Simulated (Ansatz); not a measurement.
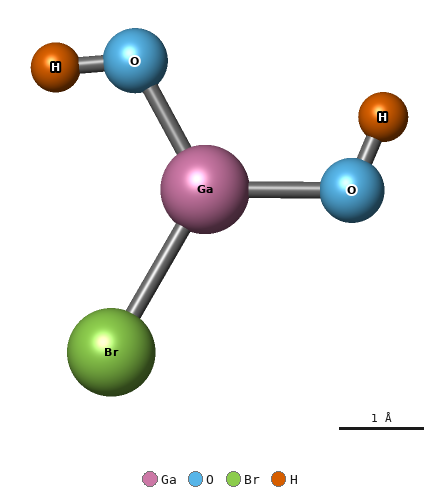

*The structure (ball-and-stick view, seen on its broad side). Sticks mark near contacts.*

Bond lengths as drawn: Br–Ga 2.26 Å, Ga–O 1.77 Å and H–O 0.96 Å.

Run report: GaH2BrO2, single-point calculation

- system: GaH2BrO2
- method: RKS r2SCAN0-D4/def2-TZVPP (Ansatz 0.2.0)

The geometry comes from this level: PBE0-D4/def2-TZVP.

What the program printed:
```
Functional definition: r2SCAN0
  name "r2SCAN0"
  cite "Bursch, Neugebauer, Ehlert & Grimme, J. Chem. Phys. 156, 134105 (2022) doi:10.1063/5.0086040"
  cite "Furness, Kaplan, Ning, Perdew & Sun, J. Phys. Chem. Lett. 11, 8208 (2020) doi:10.1021/acs.jpclett.0c02405"
  cite "Furness, Kaplan, Ning, Perdew & Sun, J. Phys. Chem. Lett. 11, 9248 (2020) doi:10.1021/acs.jpclett.0c03077"
  parent r2scan
  parameter a = 0.25
  parameter k0 = 0.174
  parameter k1 = 0.065
  parameter a1 = 4.9479
  exchange = (1 - a)*r2scan_x(k0 = k0, k1 = k1, a1 = a1) + a*exact_x
  correlation = r2scan_c
1246 factors; their error is unknown
mean field evaluation 1: about -126542.3584 eV, gradient 7.6e1 eV
mean field evaluation 2: about -126519.8689 eV, gradient 1.3e2 eV
mean field evaluation 4: about -126551.5595 eV, gradient 4.3e0 eV
mean field evaluation 8: about -126552.2132 eV, gradient 4.5e-1 eV
mean field evaluation 16: about -126552.2134 eV, gradient 5.8e-5 eV
mean field -126552.21336298 eV, -4650.7080609184 hartree, gradient 5.8e-5 eV, S^2 0.000000; 0 other end points of the search recorded, 0 dependent functions left out
reference -126552.21337104 eV, -4650.7080612147 hartree; 42, 42 occupied and 144, 144 virtual orbitals, 1246 factors
Total energy: -126552.24933539 eV, -4650.7093828802 hartree
```

The run was set up as follows.

The input:
```yaml
crystal:
  periodic: [false, false, false]
  atoms:
    - {symbol: Ga, position_ang: [0.340428, 0.667304, -0.048491]}
    - {symbol: O, position_ang: [0.141642, 0.580197, -1.802496]}
    - {symbol: O, position_ang: [-1.102994, 0.796625, 0.974196]}
    - {symbol: Br, position_ang: [2.425866, 0.612038, 0.832211]}
    - {symbol: H, position_ang: [-0.781226, 0.614072, -2.068592]}
    - {symbol: H, position_ang: [-0.908597, 0.838476, 1.913494]}
basis:
  gaussian: {orbitals: def2-TZVPP}
hamiltonian: {xc: {name: r2SCAN0}, dispersion: d4}
```

Launched with:
```bash
ansatz run in.yaml --threads 8 --pin off --events-out ev --progress --plain --max-ram 19148MiB
```

Key numbers:

```json
{"quantity": "outcome", "value": "converged"}
{"quantity": "total energy", "value": "−126552.2493 eV"}
{"quantity": "mean-field energy", "value": "−126552.2134 eV"}
{"quantity": "dispersion energy", "value": "−0.0360 eV"}
{"quantity": "SCF solution under orbital rotations", "value": "stable"}
{"quantity": "hardware", "value": "8 threads of Intel Xeon, 31 GiB of memory available, shared host"}
{"quantity": "wall time", "value": "1.1 s (CPU time 6.6 s)"}
{"quantity": "peak memory", "value": "0.49 GiB"}
```
